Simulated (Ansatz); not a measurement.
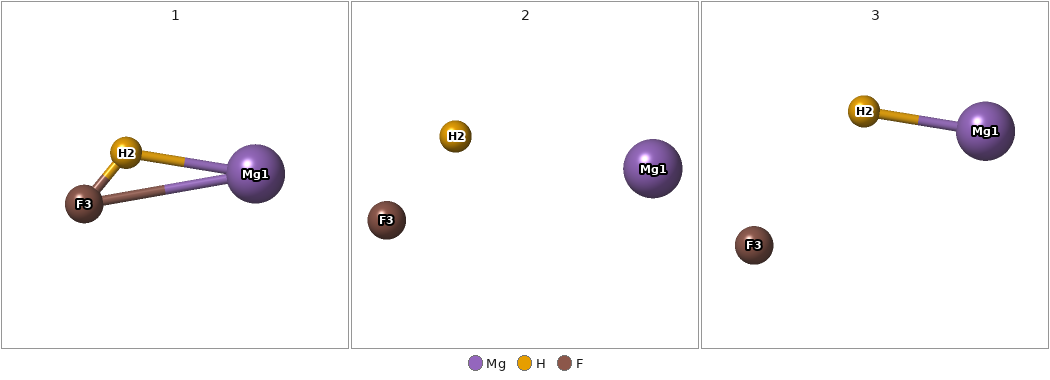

The system Mg + HF. 
- First axis: distance Mg1–H2. Second axis: distance H2–F3.
- Nothing is relaxed (the angle Mg1–H2–F3 is fixed at 120 degrees).
- Grid: 17 × 17 points.
- All energies are given in eV relative to Mg far from the relaxed HF (each part in its own basis).
- The reference is spin-restricted, so regions where a bond is pulled apart into radicals lie too high.
- These are results of RKS PBE0-D4/aug-cc-pVTZ (Ansatz), not measurements.

The numbered pictures are structures from this grid.

Q: Which is the most stable, and how do the others follow?

A: 1, at distance Mg1–H2 = 1.706 Å, distance H2–F3 = 0.862 Å: 1.06 eV; 2, at distance Mg1–H2 = 2.605 Å, distance H2–F3 = 1.411 Å: 2.20 eV; 3, at distance Mg1–H2 = 1.603 Å, distance H2–F3 = 2.255 Å: 3.70 eV.

The map, with the structures marked:

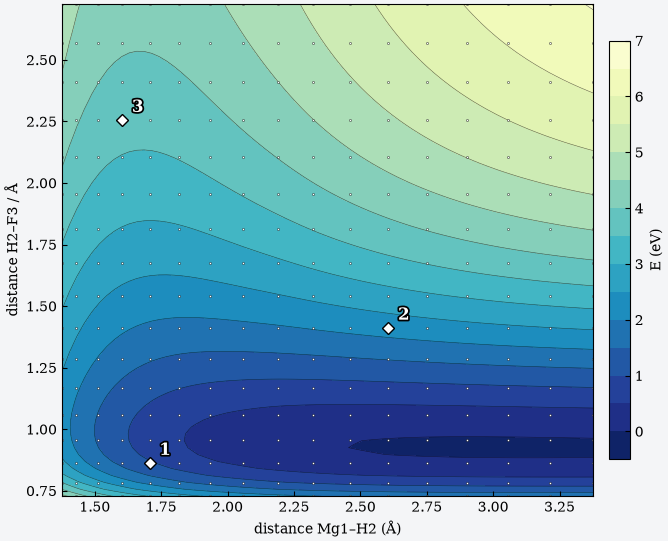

The picture shows filled contours, dots at the grid points. Between grid points the surface is interpolated.
